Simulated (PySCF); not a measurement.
# BH$_{8}$NSi$_{3}$ (SMILES [SiH3]B[Si]N[SiH3]) (triplet): what the fields show

Input file:

```
{"job": {"kind": "epr"}, "charge": 0, "multiplicity": 3}
Si    -1.900833     0.244661     0.679132
N     -0.673427     1.275392     1.316451
Si     1.085783     1.117225     1.305692
B     -1.624612    -1.057962    -0.709333
Si     0.132049    -1.233291    -1.660722
H     -1.018645     2.057760     1.869826
H      1.418308    -0.320792     1.109943
H      1.724978     1.940072     0.237881
H      1.585484     1.588155     2.632772
H     -2.570992    -1.761533    -0.970713
H      0.980530    -2.325393    -1.075913
H     -0.082349    -1.562238    -3.108327
H      0.956595     0.019483    -1.614910
```

Command:

```sh
OMP_NUM_THREADS=1 python cluster_run.py task.json out
```

Geometry: PBE0-D3(BJ)/def2-SVP.

Level of theory: UKS B3LYP, IGLO-III on B N Si, pcH-1 on H, non-relativistic, mean-field spin-orbit, GIAO (PySCF).

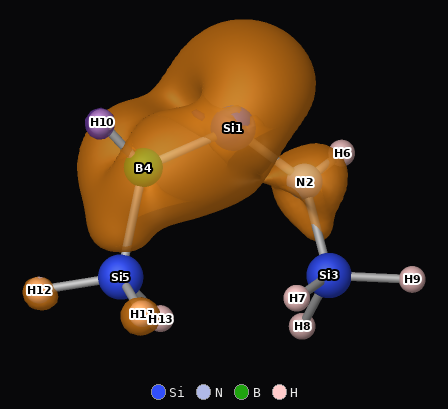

Figure 1. Isosurfaces of the spin density at +0.02 (orange) and −0.02 e/Å³ (purple), seen at a tilt.

Question: Where is the unpaired spin?

Answer: The unpaired spin (2 electrons) lies mostly on Si1 (about 1.1), B4 (about 0.5), N2 (about 0.1) and Si5 (about 0.1), in electrons by Hirshfeld's partition.

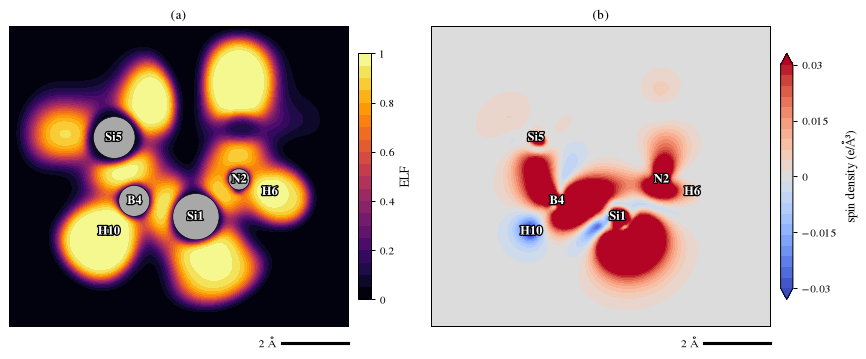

Figure 2. (a) electron localisation function; (b) spin density (α minus β) on the plane of atoms Si1, B4 and Si5. Grey discs cover the atomic cores in the ELF map.

Question: What do the fields say about this system?

Answer:
- The section cuts through Si, N, B and H sites.
- Si–N (1.72 Å): the ELF peaks at about 0.90 between the atoms (a shared but strongly polarised pair).
- Si–B (1.92 Å): the ELF peaks at about 0.95 between the atoms; localised, covalent bonding.
- N–H (1.02 Å): the ELF climbs to about 1 towards the hydrogen, as it does in any bond to H (a covalent bond by its length).
- Si–B (2.01 Å): the ELF peaks at about 1 between the atoms (a covalent bond).
- B–H (1.21 Å): the ELF climbs to about 1 towards the hydrogen: a covalent bond by its length.
- The ELF also peaks beside Si1, away from the bonds: non-bonding electrons, paired or unpaired.

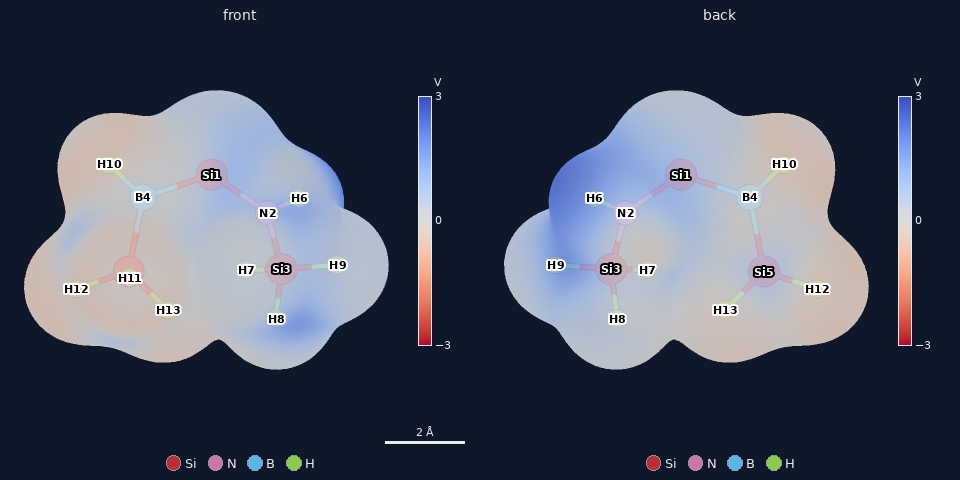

Figure 3. The molecular electrostatic potential painted on the density surface at 0.002 e/bohr³, seen from the front and from behind; red is negative and blue positive.

Question: Which sites attract a positive test charge, and which a negative one?

Answer: A positive charge is drawn to the negative regions and a negative charge to the positive ones. The most negative region (about −0.4 V) lies over H10 and H12, the most positive (about +2.3 V) over H6.
